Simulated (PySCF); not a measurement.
F2Te.

PySCF calculation, TPSS/def2-SVPD, gas phase; geometry: GFN2-xTB. Core potentials replace the inner electrons of Te; spin–orbit coupling isn't included. No frequency check shows the geometry to be a minimum. GFN2-xTB bond lengths at metals and heavier atoms can be off by up to 0.1 Å and shapes distorted, which carries into these values.

Geometry (Å), atoms numbered from 1:

```
Te1      0.0002   -0.3548    0.0000
F2      -1.3886    1.0246    0.0000
F3       1.3876    1.0256    0.0000
```

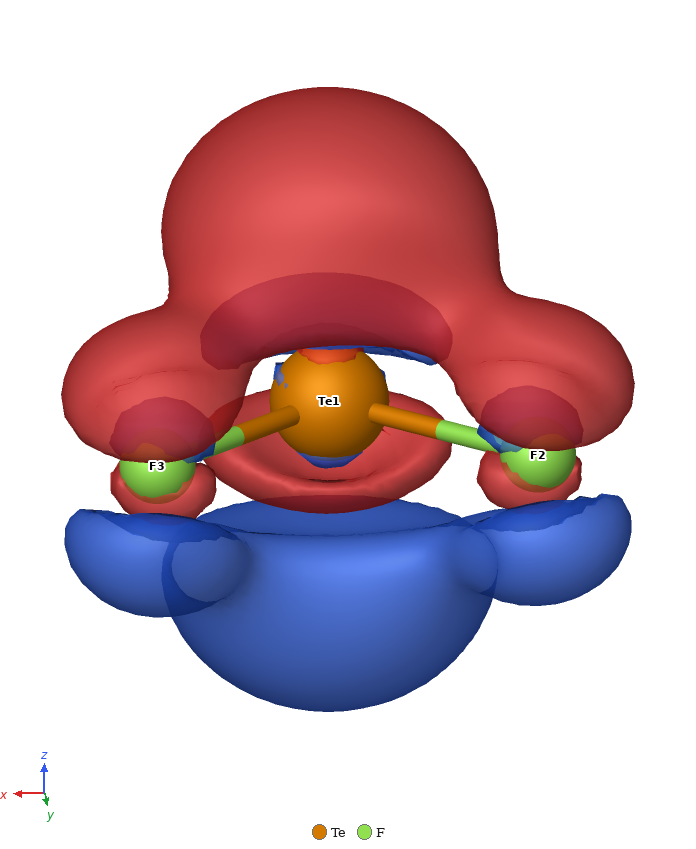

Change of the electron density in a uniform field of 0.26 V/Å, surfaces at ±0.0015 e/Å³ (blue: gain, red: loss).

Along which Cartesian direction does the field point?

Answer. Along +z: electrons gather on the −z side, against the field.

What dipole is induced, and what polarisability does it imply?

Answer. The induced dipole is 0.51 D (along the field); α along this axis, from the fields in both directions, is 40 bohr³ (5.9 Å³).

Which atoms gain and lose the most charge?

Answer. Hardly any: no atom's Hirshfeld charge changes by as much as 0.002 e. The density shifts from one side of each atom to the other; 0.044 electrons are displaced in all.
